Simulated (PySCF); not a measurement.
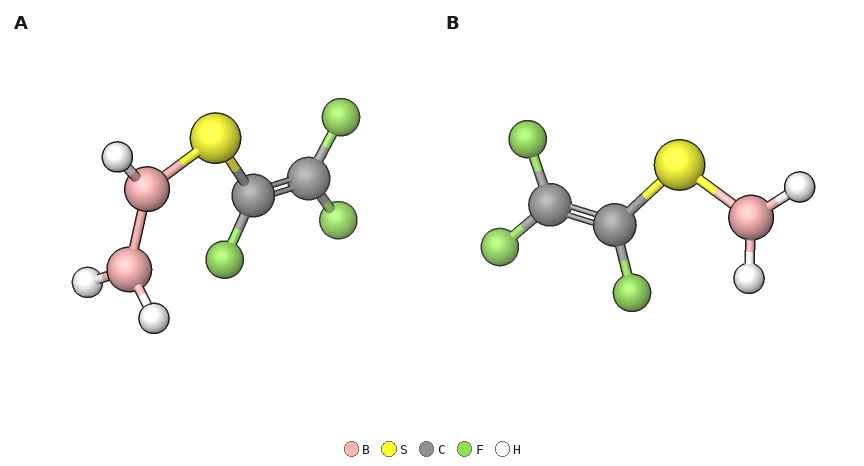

Two related species, optimised with GFN2-xTB; properties computed with PySCF 2.14.0. Both: charge 0, singlet.

What are A and B?

Answer. A is C2H3B2F3S (BBSC(F)=C(F)F), B is C2H2BF3S (BSC(F)=C(F)F).

Compare them. With CAM-B3LYP/def2-SVPD: dipole moment (D), HOMO–LUMO gap (eV), HOMO energy (Kohn–Sham orbital) (eV), lowest vertical singlet excitation (eV), mean static polarisability (bohr³). With GFN2-xTB: mean S–B length (Å), mean S–C length (Å).

| quantity | A | B |
| --- | --- | --- |
| dipole moment (D) | 0.80 | 0.76 |
| HOMO–LUMO gap (eV) | 8.24 | 8.12 |
| HOMO energy (Kohn–Sham orbital) (eV) | −8.71 | −8.79 |
| lowest vertical singlet excitation (eV) | 5.35 | 5.46 |
| mean static polarisability (bohr³) | 77.5 | 64.2 |
| mean S–B length (Å) | 1.778 | 1.756 |
| mean S–C length (Å) | 1.768 | 1.773 |

Each is one conformer, and no frequency run is at hand to confirm it as a minimum.

The geometry is semi-empirical. Around B such bond lengths and angles can be off by a tenth of an ångström or more and by several degrees, and values that hang on the shape move with them.
